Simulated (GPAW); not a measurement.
## Property calculation, with input and output: GeHCl2

The run: property calculation of GeHCl2, multiplicity 2, SMILES [Cl][GeH][Cl]. Method and program: TPSS/plane waves, UKS, scalar-relativistic datasets (GPAW 26.7.0).

The geometry comes from this level: GFN2-xTB.

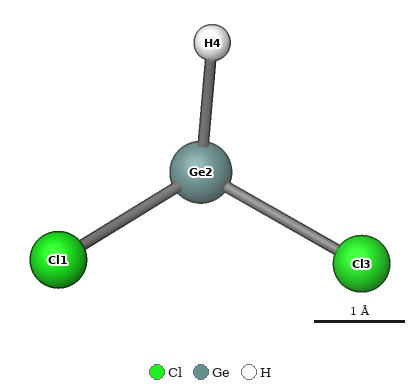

*The structure as given in the input (ball-and-stick view, seen on its broad side; atoms are numbered from 1 in the order of the input). Sticks mark near contacts.*

Bond lengths as drawn: Cl–Ge 2.16 Å and Ge–H 1.64 Å.

**Input file (cl2geh_sp.py)**
```python
import numpy as np
from ase.io import read
from ase.units import Debye
from gpaw import GPAW, PW

# Set up the molecule
mol = read('cl2geh.xyz')
mol.set_cell([13.0, 13.0, 13.0])
mol.center()
mol.set_initial_magnetic_moments([0.333333, 0.333333, 0.333333, 0.0])

# Ground state
calc = GPAW(mode={'name': 'pw', 'ecut': 450},
            maxiter=60,
            symmetry='off',
            eigensolver='etdm-fdpw',
            xc='TPSS',
            occupations={'name': 'fermi-dirac', 'width': 0.0, 'fixmagmom': True},
            txt='-')
mol.calc = calc

energy = mol.get_potential_energy()
print(f'Energy                  {energy:.5f} eV')
forces = mol.get_forces()
print('Forces (eV/Ang)')
for symbol, f in zip(mol.symbols, forces):
    print(f'{symbol:2} {f[0]:9.4f} {f[1]:9.4f} {f[2]:9.4f}')
dipole = mol.get_dipole_moment() / Debye
print(f'Dipole = {np.linalg.norm(dipole):.3f} D')
print('Moments:', mol.get_magnetic_moments().round(3))
```

**File cl2geh.xyz**
```
4

Cl    -1.671150     0.768590    -0.569140
Ge     0.196180    -0.311050    -0.528230
Cl     0.181140    -1.340920     1.367620
H      1.293840     0.883390    -0.270240
```

Machine: 1 thread of Arm Neoverse V1, 24 GiB of memory available, shared host.

Launch command:
```bash
python cl2geh_sp.py > cl2geh_sp.log
```

**Log**
```
__  _  _
 | _ |_)|_||  |
 |__||  | ||/\| - 26.7.0

units:  Angstrom and eV
cores:  1
OpenMP: False

Versions:
  Python: 3.12.14
  ASE:    3.29.0
  Numpy:  2.5.5
  Scipy:  1.18.1
  Libxc:  7.0.0

        _gpaw.cpython-312-aarch64-linux-gnu.so

Input parameters:
  mode=PW(ecut=450),
  eigensolver=DirectOptimization(converge_unocc=False),
  maxiter=60,
  occupations=Occupations(name='fermi-dirac', width=0.0, fixmagmom=True),
  symmetry=Symmetry(point_group=False, time_reversal=False),
  xc=XC(name='TPSS')

Diagonalizing LCAO Hamiltonian
Converting LCAO to pw mode
         .-------------------------------.
        /|                               |
       / |                               |
      /  |                               |
     /   |                               |
    /    |                               |
   /     |                               |
  /      |                               |
 *       |                               |
 |       |                               |
 |       |                               |
 |       |           Cl                  |
 |       |               H               |
 |       |        Cl  Ge                 |
 |       |                               |
 |       |                               |
 |       .-------------------------------.
 |      /                               /
 |     /                               /
 |    /                               /
 |   /                               /
 |  /                               /
 | /                               /
 |/                               /
 *-------------------------------*

Atoms  # Å, Bohr magnetons
|   | symbol |        x |        y |        z |    initial magnetic moments |
|---|--------|----------|----------|----------|-----------------------------|
| 0 |     Cl | 5.017505 | 7.497355 | 5.531620 | ( 0.0000,  0.0000,  0.3333) |
| 1 |     Ge | 6.884835 | 6.417715 | 5.572530 | ( 0.0000,  0.0000,  0.3333) |
| 2 |     Cl | 6.869795 | 5.387845 | 7.468380 | ( 0.0000,  0.0000,  0.3333) |
| 3 |      H | 7.982495 | 7.612155 | 5.830520 | ( 0.0000,  0.0000,  0.0000) |

Unit cell  # Å
| periodic |         x |         y |         z |   lengths |    angles |
|----------|-----------|-----------|-----------|-----------|-----------|
|       no | 13.000000 |  0.000000 |  0.000000 | 13.000000 | 90.000000 |
|       no |  0.000000 | 13.000000 |  0.000000 | 13.000000 | 90.000000 |
|       no |  0.000000 |  0.000000 | 13.000000 | 13.000000 | 90.000000 |

Number of symmetries: 1
Symmetry operations  # r_c * U_cc + t_c -> r_c
|   | kind |            matrix            |
|---|------|------------------------------|
| 0 |  E   |  1, 0, 0,  0, 1, 0,  0, 0, 1 |

BZ-sampling:
  Number of BZ points: 1
  Number of IBZ points: 1

  Monkhorst-Pack size: [1, 1, 1]
  Monkhorst-Pack shift: [0, 0, 0]

K-points  # in reciprocal-cell coordinates
|   |                                coordinates |     weight |
|---|--------------------------------------------|------------|
| 0 | (  0.00000000,   0.00000000,   0.00000000) | 1.00000000 |

Plane wave coefficients: 23749
Cutoff: 450.00000000000006 eV

Spin-components: 2 (collinear spins)
Bands:           13
Projectors:      18
Spin-degeneracy: 1
Datatype:        float64

  Storage: CPU
  Wave functions: 9_879_584 bytes (9_879_584 per core)
  Projectors: 9_879_584 bytes (9_879_584 per core)

Parallelization:
  kpt:    1
  domain: 1
  band:   1

Density:
  Valence electrons: 19.0
  Components: 2
  Grid points: [64 64 64]
  Charge: 0.0  # |e|

Potential:
  Grid points: [64 64 64]

species:
  Cl:
    name:    Chlorine
    Z:       17.0
    valence: 7
    core:    10
    charge:  0.0  # [|e|]
    file:    Cl.PBE.gz
    compensation charges:
      type: gauss
      rc: 0.25  # [Å]
      lmax: 2
    cutoffs:
      filter: 1.40  # [Å]
      core: 1.49  # [Å]
    projectors
    | kind |    occ | energy [eV] | rcut [Å] |
    |------|--------|-------------|----------|
    |   3s |  2.000 |     -20.689 |    0.794 |
    |   3p |  5.000 |      -8.594 |    0.794 |
    |    s |        |       6.523 |    0.794 |
    |    p |        |      18.617 |    0.794 |
    |    d |        |       0.000 |    0.794 |

    Using partial waves for Cl as LCAO basis

  Ge:
    name:    Germanium
    Z:       32.0
    valence: 4
    core:    28
    charge:  0.0  # [|e|]
    file:    Ge.PBE.gz
    compensation charges:
      type: gauss
      rc: 0.32  # [Å]
      lmax: 2
    cutoffs:
      filter: 1.77  # [Å]
      core: 3.42  # [Å]
    projectors
    | kind |    occ | energy [eV] | rcut [Å] |
    |------|--------|-------------|----------|
    |   4s |  2.000 |     -11.726 |    1.005 |
    |   4p |  2.000 |      -3.896 |    1.005 |
    |    s |        |      15.485 |    1.005 |
    |    p |        |      23.315 |    1.005 |
    |    d |        |       0.000 |    1.005 |

    Using partial waves for Ge as LCAO basis

  H:
    name:    Hydrogen
    Z:       1.0
    valence: 1
    core:    0
    charge:  0.0  # [|e|]
    file:    H.PBE.gz
    compensation charges:
      type: gauss
      rc: 0.15  # [Å]
      lmax: 2
    cutoffs:
      filter: 0.85  # [Å]
      core: 0.53  # [Å]
    projectors
    | kind |    occ | energy [eV] | rcut [Å] |
    |------|--------|-------------|----------|
    |   1s |  1.000 |      -6.494 |    0.476 |
    |    s |        |      20.717 |    0.476 |
    |    p |        |       0.000 |    0.476 |

    Using partial waves for H as LCAO basis

Reference energy: -82220.026806  # eV

eigensolver:
  DirOptPWFD
  Converge bands: occupied

density mixing:
  MSR1-Mixer
  Pratt-step length: 0.05
  Maximum mixing coefficient: 0.75
  Old densities: 10
  SVD Regularization: 0.005
  Good broyden scale: 1.0
  Trust region scale: 1.0
  Backstep threshold: 4.0
  History deletion threshold: 6.0
  Fourier metric: weight=20.0, sigma=0.015

occupation numbers:
  Fixed magnetic moment: 1.000
  # Zero width

poisson solver:
  ecut: 3600.0000000000005  # eV

xc functional:
  name: TPSS with 2 nearest neighbor stencil

Initialization done in: 6.601 s

convergence criteria:
- Maximum [total energy] change in last 3 cyles: 0.0005 eV / valence electron
- Maximum integral of absolute [dens]ity change: 0.0001 electrons / valence electron
- Maximum integral of absolute [eigenst]ate change: 4e-08 eV^2 / valence electron
maximum number of iterations: 60

SCF iterations
|iter     |     time |      energy | eigst |  dens |  magmom |
|---------|----------|-------------|-------|-------|---------|
|iter:   1| 00:00:17 |  -26.759810 | +0.59 |       |  +1.0000|
|iter:   2| 00:00:29 |  -30.793921 | -0.85 | -0.77 |  +1.0000|
|iter:   3| 00:00:37 |  -30.954965 | -1.48 | -0.87 |  +1.0000|
|iter:   4| 00:00:48 |  -31.030880 | -2.09 | -0.91 |  +1.0000|
|iter:   5| 00:00:57 |  -31.052069 | -2.10 | -1.27 |  +1.0000|
|iter:   6| 00:01:07 |  -31.058586 | -2.71 | -1.88 |  +1.0000|
|iter:   7| 00:01:16 |  -31.060734c| -3.26 | -1.96 |  +1.0000|
|iter:   8| 00:01:24 |  -31.062437c| -3.63 | -2.04 |  +1.0000|
|iter:   9| 00:01:33 |  -31.063193c| -3.68 | -2.24 |  +1.0000|
|iter:  10| 00:01:41 |  -31.063512c| -3.59 | -2.23 |  +1.0000|
|iter:  11| 00:01:50 |  -31.063720c| -4.47 | -2.19 |  +1.0000|
|iter:  12| 00:01:59 |  -31.063804c| -4.68 | -2.49 |  +1.0000|
|iter:  13| 00:02:07 |  -31.063882c| -4.77 | -2.85 |  +1.0000|
|iter:  14| 00:02:18 |  -31.063892c| -4.08 | -3.08 |  +1.0000|
|iter:  15| 00:02:27 |  -31.063930c| -5.38 | -3.04 |  +1.0000|
|iter:  16| 00:02:38 |  -31.063934c| -5.70 | -3.21 |  +1.0000|
|iter:  17| 00:02:46 |  -31.063941c| -5.37 | -3.25 |  +1.0000|
|iter:  18| 00:02:55 |  -31.063939c| -5.73 | -3.48 |  +1.0000|
|iter:  19| 00:03:04 |  -31.063942c| -6.09 | -4.22c|  +1.0000|
|iter:  20| 00:03:12 |  -31.063945c| -5.97 | -4.05c|  +1.0000|
|iter:  21| 00:03:21 |  -31.063945c| -5.94 | -4.14c|  +1.0000|
|iter:  22| 00:03:29 |  -31.063944c| -6.48 | -4.25c|  +1.0000|
|iter:  23| 00:03:38 |  -31.063945c| -6.84 | -4.87c|  +1.0000|
|iter:  24| 00:03:46 |  -31.063947c| -6.82 | -4.65c|  +1.0000|
|iter:  25| 00:03:55 |  -31.063947c| -6.96 | -4.43c|  +1.0000|
|iter:  26| 00:04:04 |  -31.063946c| -6.39 | -4.38c|  +1.0000|
|iter:  27| 00:04:12 |  -31.063946c| -7.06 | -4.26c|  +1.0000|
|iter:  28| 00:04:21 |  -31.063946c| -7.55c| -4.28c|  +1.0000|

Converged in 28 steps
SCF loop duration: 254.687 s (9.096 s/step)
Energy contributions relative to reference atoms: (reference = -82220.026806)

Energy contributions:
  Kinetic:          13.816282
  Coulomb:         -14.052865
  Zero:             -0.057855
  External:          0.000000
  Xc:              -30.769509
  Entropy:           0.000000
  Spinorbit:         0.000000
  ----------------------------
  Free energy:     -31.063946
  Extrapolated:    -31.063946

dipole moment: (0.268367, -0.011147, -0.269815)  # |e|*Ang

Total magnetic moment: (0.000000, 0.000000, 0.999999)

Local magnetic moments
|        x |        y |        z |
|----------|----------|----------|
| 0.000000 | 0.000000 | 0.059435 |  # Cl   0
| 0.000000 | 0.000000 | 0.188081 |  # Ge   1
| 0.000000 | 0.000000 | 0.059335 |  # Cl   2
| 0.000000 | 0.000000 | 0.067165 |  # H    3

Fermi levels: -5.389, -5.313
Eigenvalues  # (at kpt = [0.000, 0.000, 0.000])
| band index |      eig [eV] | occ [0-1] |      eig [eV] | occ [0-1] |
|------------|---------------|-----------|---------------|-----------|
|          0 |       -21.202 |     1.000 |       -21.060 |     1.000 |
|        ... |               |           |               |           |
|          2 |       -13.846 |     1.000 |       -13.416 |     1.000 |
|          3 |        -9.805 |     1.000 |        -9.636 |     1.000 |
|          4 |        -9.788 |     1.000 |        -9.382 |     1.000 |
|          5 |        -8.761 |     1.000 |        -8.484 |     1.000 |
|          6 |        -7.980 |     1.000 |        -7.822 |     1.000 |
|          7 |        -7.884 |     1.000 |        -7.708 |     1.000 |
|          8 |        -7.648 |     1.000 |        -7.602 |     1.000 |
|          9 |        -6.188 |     1.000 |        -4.730 |     0.000 |
|         10 |        -0.121 |     0.000 |         0.205 |     0.000 |
|         11 |         0.184 |     0.000 |         0.589 |     0.000 |
|         12 |         1.727 |     0.000 |         2.620 |     0.000 |

Gap: 1.458 eV
Transition (v -> c):
  (s=0, k=0, n=9, [0.00, 0.00, 0.00]) -> (s=1, k=0, n=9, [0.00, 0.00, 0.00])
No difference between direct/indirect transitions
vacuum-level: 0.295  # V
Energy                  -31.06395 eV

Forces  # eV/Ang
|        x |        y |        z |
|----------|----------|----------|
| -0.41111 |  0.14463 | -0.17375 |  # Cl   0
|  0.77244 |  0.84097 |  0.19171 |  # Ge   1
|  0.03214 | -0.36570 |  0.29161 |  # Cl   2
| -0.39673 | -0.62578 | -0.30261 |  # H    3

Force computation time: 0.471  # s
Forces (eV/Ang)
Cl   -0.4111    0.1446   -0.1738
Ge    0.7724    0.8410    0.1917
Cl    0.0321   -0.3657    0.2916
H    -0.3967   -0.6258   -0.3026
Dipole = 1.829 D
Moments: [0.059 0.188 0.059 0.067]
```

**Summary**

- outcome: converged
- energy relative to the program's reference atoms: −31.0639 eV
- largest force: 1.158 eV/Å
- dipole moment: 1.83 D
- wall time: 4.4 min
- peak memory: 1.1 GiB
